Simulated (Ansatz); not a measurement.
# BaF2: pressure series

Base system: BaF2 in the fluorite structure (space group Fm-3m, No. 225; a = 6.246 Å).

Cell and atoms are relaxed at each pressure.

Calculations: Ansatz (a first-principles code) PBE, no spin-orbit coupling.

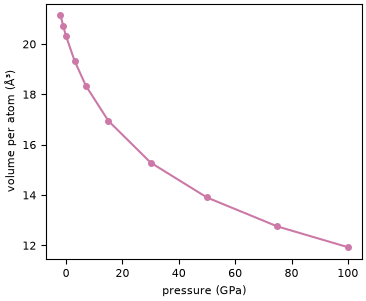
Figure: Volume per atom against pressure

Problem. From the plot, what is the volume per atom for pressure 30 GPa?

Solution. About 15.3 Å³.

Problem. Is the trend monotonic over the range shown?

Solution. Yes, it falls throughout, spanning 11.93 Å³ to 21.15 Å³.

Load acts through the strain it causes; cell and atoms are relaxed under it. Stability against distortions was not tested. No other phases were tried under pressure.
